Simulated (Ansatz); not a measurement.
System: ClFH₅O₂W (doublet).

```xyz
10

W    -0.0393   -0.2806    0.1442
Cl    0.0596   -0.8332    2.6516
O     1.7927   -0.4633    0.1497
H     2.6638   -0.7591    0.4584
H     0.1648    1.0425    2.3007
O    -1.8684   -0.2182    0.3456
H    -2.7328   -0.3995    0.7478
H    -0.1812   -1.6422   -0.8544
H    -0.0407    0.7634   -1.2281
F     0.1814    1.7120    1.5685
```

Core potentials replace the inner electrons of W.

Computed with UKS PBE-D4/def2-SVP (Ansatz).

**Predict the electron density, electron localisation function and spin density between the atoms.**

W–O (1.84 Å): the density is about 1.2 e/Å³ at the midpoint; the ELF peaks at about 0.80 in the valence shell of O, 0.6 Å from its nucleus, and drops to about 0.20 between the two atoms.
W–Cl (2.57 Å): the density is about 0.4 e/Å³ at the midpoint; the ELF peaks at about 0.85 in the valence shell of Cl, 0.9 Å from its nucleus, and is about 0.30 at the midpoint.
O–H (0.97 Å): the density is about 3.6 e/Å³ at the midpoint; the ELF climbs to about 1 towards the hydrogen, as it does in any bond to H (a covalent bond by its length).
The unpaired spin (1 electron) lies mostly on W1 (about 0.9) and Cl2 (about 0.1), in electrons by Hirshfeld's partition.

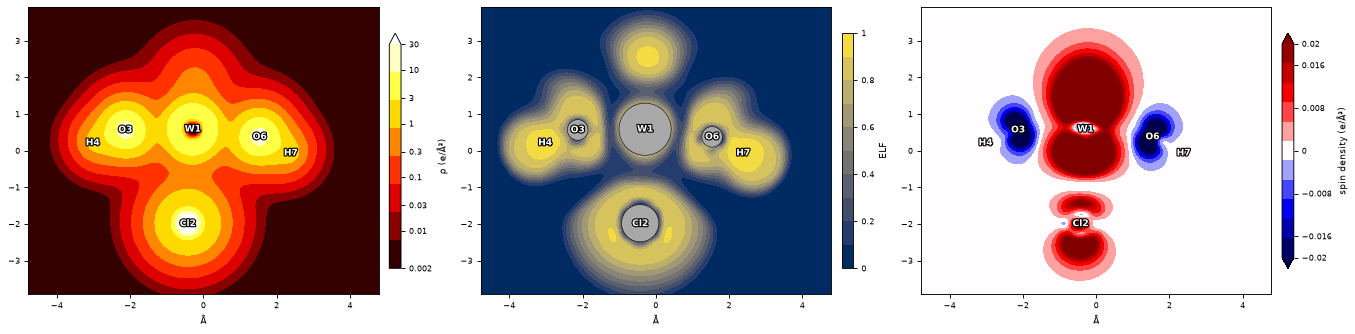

Computed electron density, electron localisation function and spin density on the plane of atoms Cl2, W1 and O6, in this order. Grey discs cover the atomic cores in the ELF map. 
